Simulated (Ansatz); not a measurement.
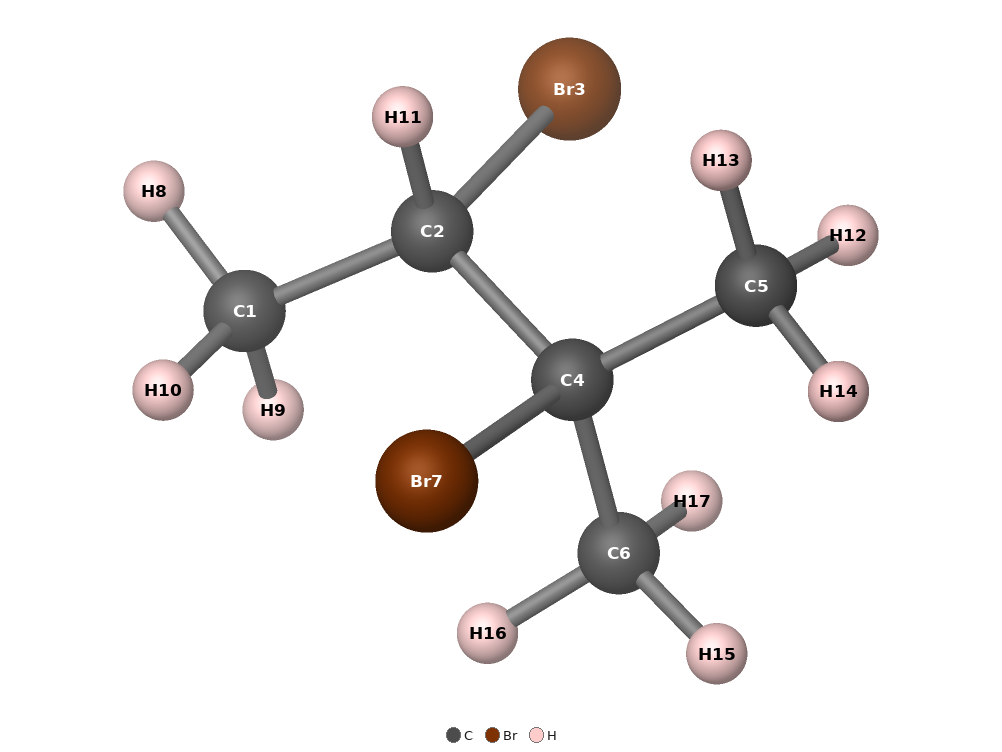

The geometry was computed by an optimisation with PBE0-D4/def2-TZVP. No frequency run is at hand to confirm it as a minimum.

Give the bond lengths.

| bond | length (Å) | order |
| --- | --- | --- |
| C1–C2 | 1.510 | single |
| C1–H8 | 1.090 | single |
| C1–H9 | 1.090 | single |
| C1–H10 | 1.092 | single |
| C2–Br3 | 1.979 | single |
| C2–C4 | 1.530 | single |
| C2–H11 | 1.089 | single |
| C4–C5 | 1.515 | single |
| C4–C6 | 1.512 | single |
| C4–Br7 | 1.999 | single |
| C5–H12 | 1.092 | single |
| C5–H13 | 1.091 | single |
| C5–H14 | 1.090 | single |
| C6–H15 | 1.090 | single |
| C6–H16 | 1.089 | single |
| C6–H17 | 1.094 | single |
